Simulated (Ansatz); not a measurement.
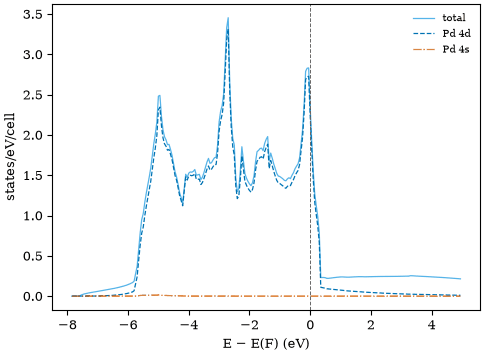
Figure: Total and projected density of states of Pd (fcc (Cu type), space group No. 225), DFT-LDA in the program Ansatz with PAW potentials

### Question
Which orbitals carry the states next to the Fermi level?

### Answer
Within 0.5 eV of the Fermi level: Pd 4d 93 %, outside the projected shells 7 %. Projections are on Löwdin-orthogonalised atomic valence shells; empty p or d shells of many metals are not among them.

### Question
Where is the tallest occupied peak in this window, and what makes it?

### Answer
Near -2.7 eV, about 3.5 states/eV per cell; the largest projected share is Pd 4d.

Space group Fm-3m (fcc (Cu type)). The LDA relaxation kept the symmetry of its start. The run is not spin-polarised. Scalar-relativistic: spin–orbit coupling is off unless named, which matters more the heavier the elements.

Potentials: the later of the program's two PAW sets.
